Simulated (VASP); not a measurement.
# Bi2Pd (Urvantsevite) under strain, part 4 of 4

Aim: follow the pressure of Bi2Pd (Urvantsevite) through compression, expansion and shear. All runs use r2SCAN. Left out of this account: 1 further run (fields: a reference on another mesh). The start is a cell from a database of measured crystal structures.

VASP 6.6.1; r2SCAN; plane waves and PAW (Bi_d, Pd).

Still holding for the runs below: Spin-orbit coupling is off here; with elements this heavy it splits and shifts levels by tenths of an eV or more.

So far, pressure (GPa): step 2 (bands, cell as listed) 1.25; step 3 (cell volume +4.0 %) -1.99; step 4 (cell volume +8.0 %) -4.57; step 5 (bands, sheared, principal strains -1.7, -0.3, +2.0 %) 1.24; step 6 (cell volume -4.0 %) 5.35.

### 7. Bands, volume times 0.92

The cell is scaled evenly once more. A prediction first. A parabola through the 4 pressures of evenly scaled cells so far, P = 1.27 -91.5 t +205 t² GPa with t = ln(V/V₁) and V₁ the volume at scale 1, gives 10.33 GPa at t = -0.0834.

The input, INCAR:

```
SYSTEM = Bi2Pd
PREC = Accurate
ENCUT = 400
EDIFF = 1E-06
NELM = 100
ISMEAR = -1
SIGMA = 0.05
LREAL = .FALSE.
ALGO = Normal
METAGGA = R2SCAN
LASPH = .TRUE.
NBANDS = 33
LORBIT = 11
LWAVE = .FALSE.
LCHARG = .FALSE.
KPAR = 4
```

The input, POSCAR:

```
Bi2Pd
1.0
    0.0000000000     -3.2698436337      0.0000000000
   -3.2698436337      0.0000000000      0.0000000000
    1.6349218169     -1.6349218169     -6.3135603654
Bi Pd
2 1
Direct
    0.3630000000      0.6370000000      0.2740000000
    0.6370000000      0.3630000000      0.7260000000
    0.0000000000      0.0000000000      0.0000000000
```

The input, KPOINTS:

```
Automatic mesh
0
Gamma
9 9 9
0 0 0
```

The input, KPOINTS_OPT:

```
Line mode
16
Line-mode
Reciprocal
  0.00000000   0.00000000   0.00000000 GAMMA
 -0.50000000  -0.50000000   0.00000000 X

 -0.50000000  -0.50000000   0.00000000 X
 -0.46647141  -0.53352859   0.03352859 Y

 -0.46647141  -0.53352859   0.03352859 Y
  0.00000000  -0.53352859   0.26676430 S

  0.00000000  -0.53352859   0.26676430 S
  0.00000000   0.00000000   0.00000000 GAMMA

  0.00000000   0.00000000   0.00000000 GAMMA
  0.00000000   0.00000000  -0.50000000 Z

  0.00000000   0.00000000  -0.50000000 Z
  0.00000000  -0.46647141  -0.26676430 S1

  0.00000000  -0.46647141  -0.26676430 S1
  0.00000000  -0.50000000   0.00000000 N

  0.00000000  -0.50000000   0.00000000 N
 -0.50000000  -0.50000000  -0.25000000 P

 -0.50000000  -0.50000000  -0.25000000 P
 -0.46647141  -0.46647141  -0.50000000 Y1

 -0.46647141  -0.46647141  -0.50000000 Y1
  0.00000000   0.00000000  -0.50000000 Z

 -0.50000000  -0.50000000   0.00000000 X
 -0.50000000  -0.50000000  -0.25000000 P
```

PAW data sets: Bi_d and Pd (PBE family, release 64).

Launch:

```console
$ mpirun -np 4 vasp_std
```

The program printed:

```text
[... set-up lines as in an earlier step ...]
 entering main loop
       N       E                     dE             d eps       ncg     rms          rms(c)
DAV:   1     0.273552165653E+03    0.27355E+03   -0.17166E+04  5062   0.133E+03
DAV:   2    -0.110784772990E+03   -0.38434E+03   -0.36898E+03  5038   0.397E+02
DAV:   3    -0.148616349648E+03   -0.37832E+02   -0.37391E+02  5797   0.132E+02
DAV:   4    -0.149986541423E+03   -0.13702E+01   -0.13684E+01  6157   0.259E+01
DAV:   5    -0.150050924916E+03   -0.64383E-01   -0.64377E-01  7434   0.504E+00    0.630E+00
DAV:   6    -0.140273857147E+03    0.97771E+01   -0.36737E+00  5862   0.199E+01    0.395E+00
DAV:   7    -0.140167300389E+03    0.10656E+00   -0.39568E-01  5581   0.407E+00    0.199E+00
DAV:   8    -0.140172450482E+03   -0.51501E-02   -0.37994E-02  6061   0.140E+00    0.797E-01
DAV:   9    -0.140170907188E+03    0.15433E-02   -0.16822E-02  6432   0.932E-01    0.108E-01
DAV:  10    -0.140171293222E+03   -0.38603E-03   -0.13611E-03  6581   0.351E-01    0.485E-02
DAV:  11    -0.140171325517E+03   -0.32295E-04   -0.36542E-04  6314   0.139E-01    0.229E-02
DAV:  12    -0.140171326775E+03   -0.12578E-05   -0.54889E-05  6029   0.536E-02    0.466E-03
DAV:  13    -0.140171327011E+03   -0.23603E-06   -0.54719E-06  6067   0.138E-02
   1 F= -.14017133E+03 E0= -.14016529E+03  d E =-.120743E-01
 Start KPOINTS_OPT (optional k-point list driver)
k-point batch [1-75\176]
       N       E                     dE             ncg
DAV:   1     0.194567348711E+05   -0.49722E+05     5046
DAV:   2    -0.969737658703E+04   -0.29154E+05     5094
DAV:   3    -0.125807596303E+05   -0.28834E+04     5860
DAV:   4    -0.126841108385E+05   -0.10335E+03     5998
DAV:   5    -0.126885779128E+05   -0.44671E+01     7209
DAV:   6    -0.126886407405E+05   -0.62828E-01     6358
DAV:   7    -0.126886426678E+05   -0.19273E-02     7424
DAV:   8    -0.126886426943E+05   -0.26504E-04     5807
DAV:   9    -0.126886426951E+05   -0.76966E-06     4085
[...]
k-point batch [151-176\176]
       N       E                     dE             ncg
DAV:   1     0.726251766287E+05   -0.23225E+05     1740
DAV:   2     0.626383286759E+05   -0.99868E+04     1780
DAV:   3     0.616836435063E+05   -0.95469E+03     1951
DAV:   4     0.616489148468E+05   -0.34729E+02     2099
DAV:   5     0.616475327122E+05   -0.13821E+01     2539
DAV:   6     0.616475161479E+05   -0.16564E-01     2235
DAV:   7     0.616475156687E+05   -0.47922E-03     2621
DAV:   8     0.616475156613E+05   -0.74433E-05     2037
DAV:   9     0.616475156610E+05   -0.26115E-06     1485
```

Elapsed: 7.7 min, on 4 MPI ranks of AMD EPYC 7R13 (Zen 3), shared host; peak memory 1 GiB.

Parts of OUTCAR (step 7):

```text
   ENCUT  =  400.0 eV  29.40 Ry    5.42 a.u.   5.33  5.33 10.96*2*pi/ulx,y,z

   NELECT =      40.0000    total number of electrons

 E-fermi :  10.3827

 k-point     1 :       0.0000    0.0000    0.0000
  band No.  band energies     occupation
    ...
     14       5.7190      2.00000
     15       6.6312      2.00000
     16       6.6312      2.00000
     17       7.0245      2.00000
     18       7.3549      2.00000
     19      12.2476      0.00000
     20      13.1018      0.00000
     21      13.1018      0.00000
     22      13.9135      0.00000
     23      13.9135      0.00000
    ...

  Total        4.5478783      4.5478783      4.2129335      0.0000000      0.0000000     -0.0000000
  in kB      107.9421611    107.9421611     99.9923744      0.0000000      0.0000000     -0.0000000
  external PRESSURE =     105.2922322 kB  Pullay stress =       0.0000000 kB

 POSITION                                       TOTAL-FORCE (eV/Angst)
 -----------------------------------------------------------------------------------
     -1.63492     -1.63492     -1.72992         0.000000     -0.000000     -0.376508
      0.00000     -3.26984     -4.58364        -0.000000      0.000000      0.376508
      0.00000      0.00000      0.00000         0.000000      0.000000      0.000000
 -----------------------------------------------------------------------------------
    total drift:                                0.000000     -0.000000     -0.000000

  FREE ENERGIE OF THE ION-ELECTRON SYSTEM (eV)
  ---------------------------------------------------
  free  energy   TOTEN  =      -140.1713270107 eV

  energy  without entropy=     -140.1592526611  energy(sigma->0) =     -140.16528984

[... 3 parts as in an earlier step ...]

[... 13 further parts left out ...]
```

This step gave:

- free energy (TOTEN): -140.1713 eV
- energy at zero smearing: -140.1653 eV
- Fermi energy: 10.38 eV
- pressure: 10.53 GPa

The electronic bands at the labelled points (eV, zero at the Fermi level; # counts the bands kept, so #1 is VASP's band 13):

```
    point     #5     #6     #7     #8     #9   #10   #11   #12
        Γ  -3.36  -3.03   1.86   2.72   2.72  3.53  3.53  5.87
        X  -3.79  -3.41  -2.36  -1.18   0.43  1.14  1.16  2.40
        Y  -3.94  -3.28  -2.36  -1.33   0.45  1.22  1.34  2.45
        S  -3.33  -3.30  -3.18  -1.76   1.51  3.28  5.32  5.34
        Γ  -3.36  -3.03   1.86   2.72   2.72  3.53  3.53  5.87
        Z  -3.23  -3.03  -1.81   1.63   1.63  5.37  5.37  6.89
       S1  -3.33  -3.30  -3.18  -1.76   1.51  3.28  5.32  5.34
        N  -3.73  -3.32  -2.61  -2.11   1.22  5.03  5.19  5.55
        P  -4.31  -3.44  -2.36  -0.43  -0.43  1.13  1.17  2.70
       Y1  -3.94  -3.28  -2.36  -1.33   0.45  1.22  1.34  2.45
        Z  -3.23  -3.03  -1.81   1.63   1.63  5.37  5.37  6.89
jump to X  -3.79  -3.41  -2.36  -1.18   0.43  1.14  1.16  2.40
        P  -4.31  -3.44  -2.36  -0.43  -0.43  1.13  1.17  2.70
```

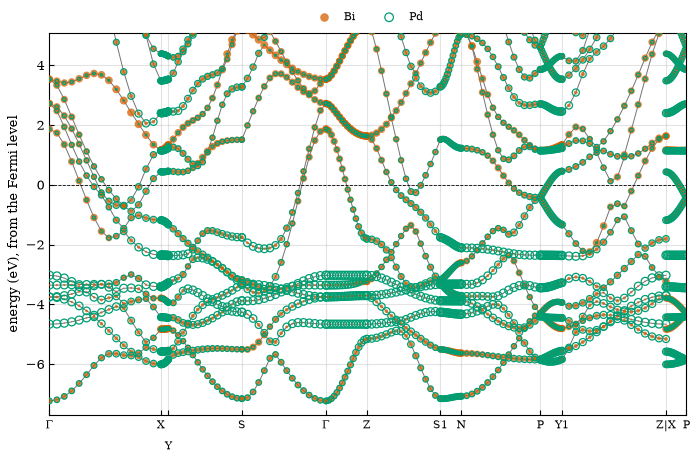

Electronic bands along the path; dots are coloured as in the legend, and their area grows with the weight.

Force by atom:

```
atom  x (eV/Å)  y (eV/Å)  z (eV/Å)   size
 Bi1     0.000     0.000    -0.377  0.377
 Bi2     0.000     0.000     0.377  0.377
 Pd3     0.000     0.000     0.000  0.000
```

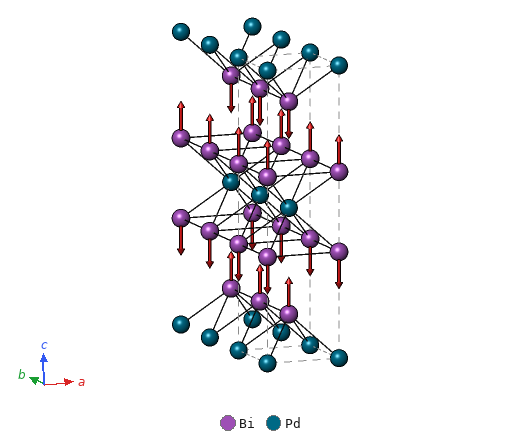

Force as arrows, the longest 0.377 eV/Å. 1×3×1 conventional cells are drawn. Some periodic images of atoms are drawn too.

 The pressure is 10.53 GPa. The parabola predicted 10.33 GPa, -0.20 GPa off.

### 8. Bands, atoms displaced by up to 0.05 Å

The atoms are moved off their sites at random, as a crude picture of disorder.

INCAR is that of step 7.

The input, POSCAR:

```
Bi2Pd
1.0
    0.0000000000     -3.3620000000      0.0000000000
   -3.3620000000      0.0000000000      0.0000000000
    1.6810000000     -1.6810000000     -6.4915000000
Bi Pd
2 1
Direct
    0.3758330000      0.6348260000      0.2750940000
    0.6259450000      0.3722370000      0.7291630000
   -0.0100100000      0.0122950000      0.0016890000
```

KPOINTS is that of step 7.

KPOINTS_OPT is that of step 7.

Launch:

```console
$ mpirun -np 4 vasp_std
```

The program printed:

```text
[... set-up lines as in an earlier step ...]
 entering main loop
       N       E                     dE             d eps       ncg     rms          rms(c)
DAV:   1     0.268451651331E+03    0.26845E+03   -0.17290E+04 24356   0.129E+03
DAV:   2    -0.111730446630E+03   -0.38018E+03   -0.36528E+03 24522   0.390E+02
DAV:   3    -0.148976852280E+03   -0.37246E+02   -0.36794E+02 28573   0.131E+02
DAV:   4    -0.150330855537E+03   -0.13540E+01   -0.13525E+01 30028   0.258E+01
DAV:   5    -0.150393926075E+03   -0.63071E-01   -0.63065E-01 36159   0.501E+00    0.502E+00
DAV:   6    -0.140473138605E+03    0.99208E+01   -0.37116E+00 28410   0.198E+01    0.340E+00
DAV:   7    -0.140373421567E+03    0.99717E-01   -0.33524E-01 27247   0.371E+00    0.163E+00
DAV:   8    -0.140379151382E+03   -0.57298E-02   -0.35116E-02 29421   0.136E+00    0.723E-01
DAV:   9    -0.140379905277E+03   -0.75390E-03   -0.14285E-02 31170   0.906E-01    0.118E-01
DAV:  10    -0.140380302552E+03   -0.39727E-03   -0.12548E-03 31899   0.335E-01    0.480E-02
DAV:  11    -0.140380315164E+03   -0.12612E-04   -0.33687E-04 30767   0.133E-01    0.201E-02
DAV:  12    -0.140380318011E+03   -0.28461E-05   -0.53818E-05 29056   0.537E-02    0.671E-03
DAV:  13    -0.140380317542E+03    0.46847E-06   -0.72167E-06 27784   0.159E-02
   1 F= -.14038032E+03 E0= -.14037411E+03  d E =-.124201E-01
 Start KPOINTS_OPT (optional k-point list driver)
k-point batch [1-176\176]
       N       E                     dE             ncg
DAV:   1     0.486382936843E+05   -0.14011E+06    11768
DAV:   2    -0.187310615006E+05   -0.67369E+05    12008
DAV:   3    -0.253413836467E+05   -0.66103E+04    13487
DAV:   4    -0.255796625461E+05   -0.23828E+03    14295
DAV:   5    -0.255895177869E+05   -0.98552E+01    17028
DAV:   6    -0.255896502414E+05   -0.13245E+00    15387
DAV:   7    -0.255896543285E+05   -0.40871E-02    17300
DAV:   8    -0.255896543878E+05   -0.59323E-04    13703
DAV:   9    -0.255896543898E+05   -0.20178E-05     9424
DAV:  10    -0.255896543905E+05   -0.70966E-06     8189
```

Run time: 18 min. Hardware: 4 MPI ranks; peak memory 3.2 GiB.

Parts of OUTCAR (step 8):

```text
   NELECT =      40.0000    total number of electrons

 E-fermi :   9.1079

 k-point     1 :       0.0000    0.0000    0.0000
  band No.  band energies     occupation
    ...
     14       5.0000      2.00000
     15       5.7573      2.00000
     16       5.7656      2.00000
     17       6.1281      2.00000
     18       6.4055      2.00000
     19      10.7727      0.00000
     20      11.6576      0.00000
     21      11.6680      0.00000
     22      12.3938      0.00000
     23      12.3953      0.00000
    ...

  Total        0.7131044      0.6991909      0.6338421     -0.0375230     -0.1468641      0.0684387
  in kB       15.5712405     15.2674269     13.8404820     -0.8193464     -3.2069032      1.4944172
  external PRESSURE =      14.8930498 kB  Pullay stress =       0.0000000 kB

 POSITION                                       TOTAL-FORCE (eV/Angst)
 -----------------------------------------------------------------------------------
     -1.67185     -1.72598     -1.78577        -0.048352      0.074986      0.116190
     -0.02574     -3.33015     -4.73336        -0.011392     -0.002550     -0.127857
     -0.03850     -3.33119     -0.01096         0.059744     -0.072436      0.011667
 -----------------------------------------------------------------------------------
    total drift:                                0.000354     -0.000512     -0.000359

  FREE ENERGIE OF THE ION-ELECTRON SYSTEM (eV)
  ---------------------------------------------------
  free  energy   TOTEN  =      -140.3803175420 eV

  energy  without entropy=     -140.3678974059  energy(sigma->0) =     -140.37410747

[... 5 parts as in an earlier step ...]

[... 12 further parts left out ...]
```

Numbers from this step:

| Item | Value |
| --- | --- |
| irreducible k points | 365 |
| symmetry operations | 1 |
| free energy (TOTEN) | -140.3803 eV |
| energy at zero smearing | -140.3741 eV |
| Fermi energy | 9.108 eV |
| pressure | 1.489 GPa |

Electronic bands along the path, in eV, zero at the Fermi level; # counts the bands kept, so #1 is VASP's band 13:

```
    point     #5     #6     #7     #8     #9   #10   #11   #12
        Γ  -2.98  -2.70   1.66   2.55   2.56  3.29  3.29  5.16
        X  -3.43  -3.02  -2.12  -1.01   0.41  1.09  1.24  2.27
        Y  -3.55  -2.92  -2.13  -1.15   0.43  1.16  1.38  2.33
        S  -3.04  -2.95  -2.85  -1.60   1.40  3.16  4.80  4.87
        Γ  -2.98  -2.70   1.66   2.55   2.56  3.29  3.29  5.16
        Z  -2.86  -2.70  -1.78   1.60   1.60  4.82  4.84  6.52
       S1  -3.04  -2.95  -2.85  -1.60   1.40  3.16  4.80  4.87
        N  -3.35  -2.96  -2.38  -1.92   1.22  4.64  4.70  5.04
        P  -3.86  -3.05  -2.12  -0.35  -0.33  1.10  1.20  2.56
       Y1  -3.55  -2.93  -2.13  -1.14   0.40  1.16  1.38  2.34
        Z  -2.86  -2.70  -1.78   1.60   1.60  4.82  4.84  6.52
jump to X  -3.43  -3.02  -2.12  -1.01   0.41  1.09  1.24  2.27
        P  -3.86  -3.05  -2.12  -0.35  -0.33  1.10  1.20  2.56
```

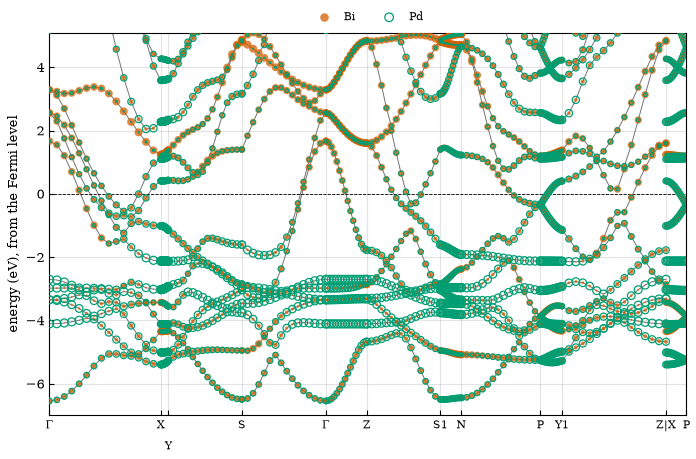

Electronic bands along the path; dots are coloured as in the legend, and their area grows with the weight.

Force by atom:

```
atom  x (eV/Å)  y (eV/Å)  z (eV/Å)   size
 Bi1    -0.048     0.075     0.116  0.146
 Bi2    -0.011    -0.003    -0.128  0.128
 Pd3     0.060    -0.072     0.012  0.095
```

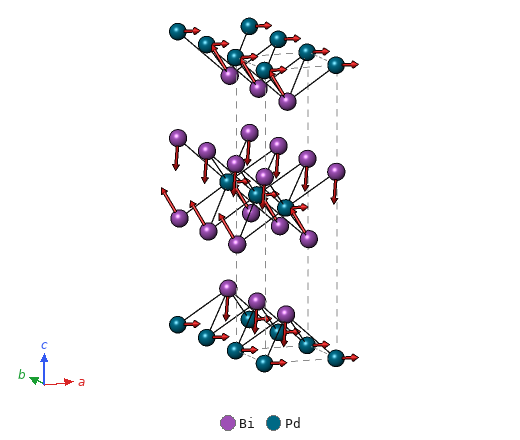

Force as arrows, the longest 0.146 eV/Å. 1×3×1 conventional cells are drawn. Some periodic images of atoms are drawn too.

 The pressure is 1.49 GPa, and the symmetry operations fall from 16 to 1.

### 9. The runs together

| cell | mesh | pressure (GPa) | gap (eV) |
| --- | --- | --- | --- |
| cell as listed | 9×9×9 | 1.25 | none |
| volume times 1.04 | 9×9×9 | -1.99 | none |
| volume times 1.08 | 9×9×9 | -4.57 | none |
| sheared, principal strains -1.7, -0.3, +2.0 % | 9×9×9 | 1.24 | none |
| volume times 0.96 | 9×9×9 | 5.35 | none |
| volume times 0.92 | 9×9×9 | 10.53 | none |
| atoms displaced by up to 0.05 Å | 9×9×9 | 1.49 | none |

### 10. What came out

```
pressure, cell as listed                                    : 1.25 GPa
pressure, volume times 1.04                                 : -1.99 GPa
pressure, volume times 1.08                                 : -4.57 GPa
pressure, sheared, principal strains -1.7, -0.3, +2.0 %     : 1.24 GPa
pressure, volume times 0.96                                 : 5.35 GPa
pressure, volume times 0.92                                 : 10.5 GPa
pressure, atoms displaced by up to 0.05 Å                   : 1.49 GPa
bulk modulus at the listed volume, shape and positions held : 92.5 GPa
```

**Reading.** The slope of pressure against ln V at the listed volume gives a bulk modulus of 92.5 GPa at fixed shape and positions, an upper bound since the atoms bear forces. The atoms were not relaxed in the changed cells. Spin-orbit coupling is left out, and with elements this heavy it would split and shift bands near the Fermi level.

[Lines on the potential files, build, host, timing and source positions are cut from VASP's logs without a mark.]

[Logs are printed without paths, hosts, clocks, repeated set-up lines and the standing remarks that a program may print on its own settings, such as how far it seeks lower states.]

[Hosts, paths, dates, database ids (printed as entryN), source tags and the programs' standing remarks are cut or masked in the printed files.]

[A measured line is paired with the nearest computed mode of its activity, which favours agreement.]
